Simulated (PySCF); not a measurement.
**Cl2H4OSi2 (SMILES Cl[SiH2]O[SiH2]Cl): density, localisation and related maps**

```xyz
9

Cl   -2.2646    1.7041   -0.5402
Si   -1.5997   -0.1212   -0.0695
O     0.0122   -0.0983   -0.1952
Si    1.6062    0.0896   -0.0001
Cl    2.2270   -1.3265    1.2665
H    -1.9363   -0.4258    1.3126
H    -2.0351   -1.0941   -1.0579
H     1.8341    1.4035    0.5813
H     2.1699   -0.1254   -1.3227
```

Geometry: GFN2-xTB.

These are results of PySCF, mPW1PW91/pcSseg-1, SCF density, in a water solvent model, non-relativistic, not measurements.

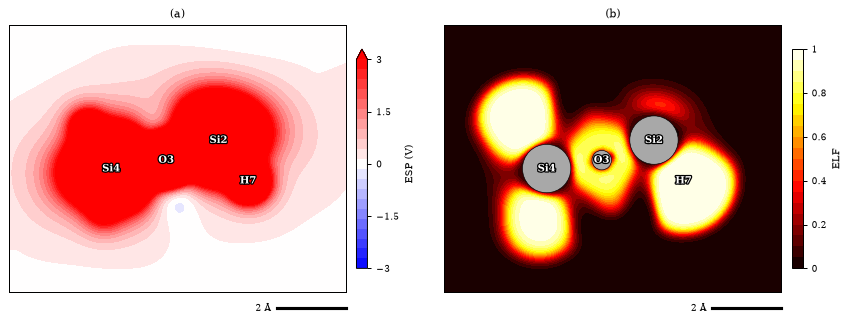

Figure 1. (a) molecular electrostatic potential; (b) ELF on the plane of atoms O3, Si2 and H7. Grey discs cover the atomic cores in the ELF map.

### What does the map show?

The plane passes through Si, O and H nuclei.
Si–O (1.62 Å): the ELF peaks at about 0.85 between the atoms; a polar covalent bond.
Si–H (1.45 Å): the ELF climbs to about 1 towards the hydrogen, as it does in any bond to H.
The ELF also peaks beside O3, away from the bonds: lone-pair regions.
The potential has no marked negative region in this plane.

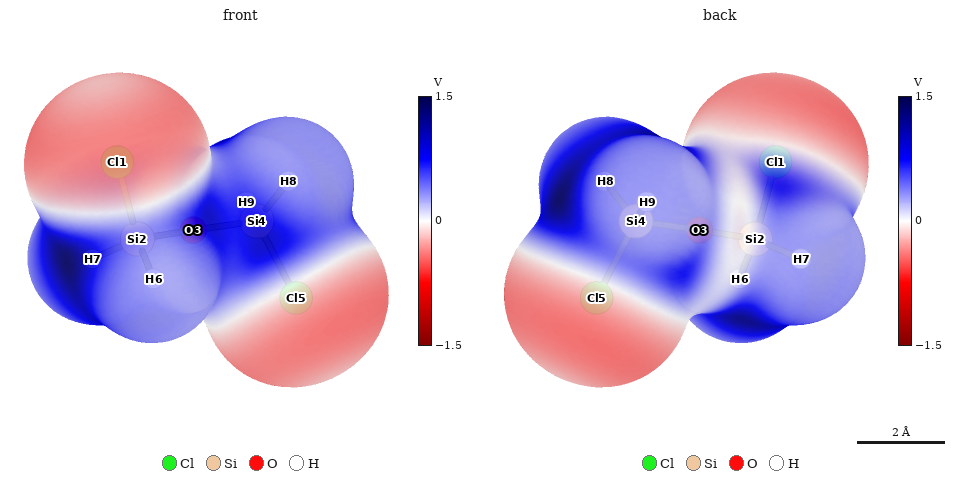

Figure 2. The molecular electrostatic potential painted on the density surface at 0.001 e/bohr³, seen from the front and from behind; red is negative and blue positive.

### Which sites attract a positive test charge, and which a negative one?

A positive charge is drawn to the negative regions and a negative charge to the positive ones. The most negative region (about −0.4 V) lies over Cl1 and Cl5, the most positive (about +1.4 V) over Si2 and Si4.

### How polar is the molecule by this calculation?

Its dipole moment is 0.38 D.
